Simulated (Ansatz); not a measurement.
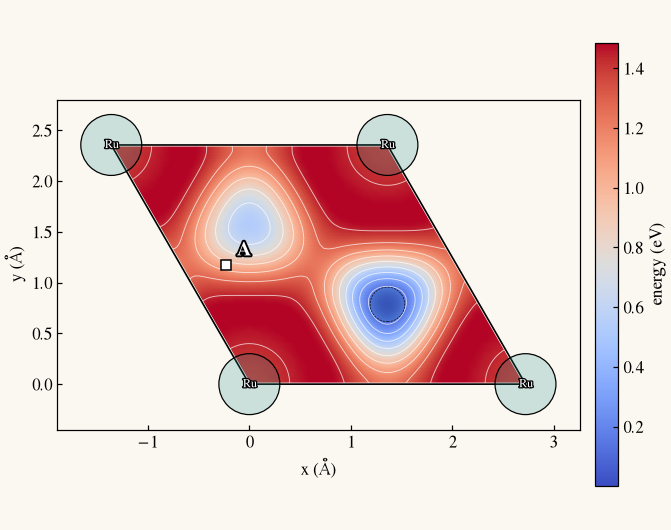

N on a Ru(001) slab cut from the P6_3/mmc phase, its upper half relaxed before the scan (5 atoms of substrate and one adsorbate in a 1 × 1 cell). N is moved over the surface cell; relaxed at each place: the height of the adsorbate's atoms; substrate rigid; the origin of the map has the adsorbate above Ru5. Places are given modulo a cell vector. The map is drawn in real space over the plane of the surface. Grid: 6 × 6 points; 10 points were computed and 26 follow by symmetry. All energies are given in eV relative to the lowest grid point. With one adsorbate in each 1 × 1 cell, its nearest image is 2.7 Å away, so neighbouring adsorbates interact. Computed with DFT PBE, scalar-relativistic, plane waves, PAW (Ansatz). Settings: cutoff 420 eV, k-mesh 12×12×1, gaussian smearing 0.1 eV, no spin polarisation.

Drawn: a smooth colour map with a few white contour lines, labelled circles for the atoms of the top layer and small ones for the second layer, the outline of one cell of the plane, the point A. Between grid points the surface is interpolated.

**Which way does the force act at A, and how strong is it?**

A, at (1/6, 3/6) of the cell vectors, is not a stationary point. The computed force is 1.8 eV/Å in the plane, pointing up in the picture (components 0.5 and 1.8 eV/Å).

PAW datasets: the set soft_1.
